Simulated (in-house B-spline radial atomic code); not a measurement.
RPA and GW calculation for Tl⁺

- system: Tl⁺, configuration [Xe] 4f14 5d10 6s2.
- method: RPA, second-order and SOSEX correlation energies and G0W0 (contour deformation) on a scalar-relativistic (spin-free one-electron X2C) mean field, all electrons, B-spline basis (in-house B-spline radial atomic code)

## The input
```
Z = 81
electrons = 80.0
configuration = [Xe] 4f14 5d10 6s2
hamiltonian = x2c
method = pbeh
lmax = 9
exact_exchange_fraction = 1.0
rms_radius = 5.4759
spin_polarised = False
box_radius = 23.78
intervals = 70
ion_configuration = [Xe] 4f14 5d10 6s1
```

Launched within a batch (the task file carries these settings):
```bash
python <driver script> task.json out
```

The program writes its results to a structured record and prints no log; tables and figures of this report are taken from that record.

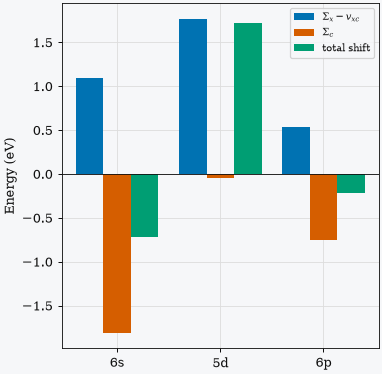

Figure 1. Parts of the G₀W₀ correction to each level for Tl⁺ ([Xe] 4f¹⁴ 5d¹⁰ 6s²). All-electron spherical atom, scalar X2C, PBE with 100 % exact exchange start, no spin-orbit coupling, Breit or QED terms; computed with a B-spline radial code. The quasi-particle equation is solved at full frequency; levels of low quasi-particle weight Z are left out. Σ columns are in eV, and Σc holds an estimate for the angular momenta beyond the basis. G₀W₀ moves the highest occupied level, 6s, from −19.62 to −20.33 eV (renormalisation factor Z = 0.96); the measured removal energy is 20.43 eV, so the error is −0.10 eV. The empty level 6p goes from −5.17 to −5.39 eV.

| Level | Mean field (eV) | Σx − vxc (eV) | Σc (eV) | Z | G₀W₀ (eV) |
| --- | --- | --- | --- | --- | --- |
| 6s | −19.62 | 1.10 | −1.81 | 0.96 | −20.33 |
| 5d | −31.40 | 1.77 | −0.04 | 0.95 | −29.68 |
| 6p | −5.17 | 0.54 | −0.76 | 0.98 | −5.39 |

## Key numbers

```
                                                                   quantity                      value
                                                                    outcome                  converged
                                                    mean-field total energy       −20248.52018 hartree
                                     total energy with exact exchange alone       −20243.59888 hartree
                                                      exact exchange energy         −380.70882 hartree
RPA correlation, extrapolated in the angular momentum of the empty orbitals           −6.77615 hartree
                                                 RPA correlation, as summed           −6.58689 hartree
                                                   direct second-order term           −7.61527 hartree
                                                 second-order exchange term            1.89909 hartree
                                                                 SOSEX term            1.79816 hartree
                                                                   hardware  1 CPU thread, shared host
                                                                  wall time                       16 s
```

## Notes

Limits: spin-orbit coupling, Breit and QED terms are absent.
